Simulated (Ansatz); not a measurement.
# Redistribution: C2H10Si2 + CH8O3Si2 → C2H10OSi2 + CH8O2Si2

Species: C2H10Si2 `CC[SiH2][SiH3]`, singlet; CH8O3Si2 `CO[SiH](O)O[SiH3]`, singlet; C2H10OSi2 `CC[SiH](O)[SiH3]`, singlet; CH8O2Si2 `CO[SiH2]O[SiH3]`, singlet. The partners trade H for OH; both sit on Si, so the bond types are kept.

Shapes, held fixed at every level: PBE0-D4/def2-TZVP. Flexible molecules stand in one conformer, not always the lowest. Programs: Ansatz 0.2.0. Electronic energies: no zero-point or thermal term.

```tsv
level	kind	ΔE (kJ/mol)	less CCSD(T)/CBS estimate
PBE-D4/def2-TZVPP	GGA	+35.4	-1.1
B3LYP-D4/def2-TZVPP	global hybrid	+34.8	-1.7
wB97M-V/def2-TZVPP	range-separated hybrid	+36.7	+0.2
MP2/def2-TZVPP	perturbation theory	+35.9	-0.6
CCSD(T)/def2-TZVPP	coupled cluster or CI	+37.4	+0.9
CCSD/def2-TZVPP	coupled cluster or CI	+37.5	+1.0
CCSD(T)/CBS estimate	coupled cluster or CI	+36.5	0.0
```

The highest level, CCSD(T)/CBS estimate, gives ΔE = +36.5 kJ/mol; the levels span +34.8 to +37.5. The column of differences is taken from that level and isn't an error. No measured value is set beside it here. The CBS estimate extrapolates MP2 from def2-TZVPP and def2-QZVPP and adds CCSD(T) − MP2 in the triple-zeta set, cores frozen.

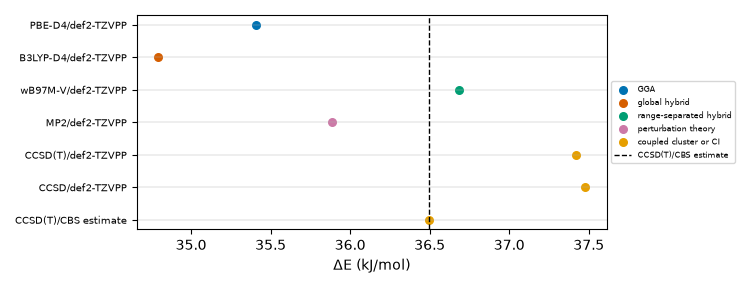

The values of the table, level by level.
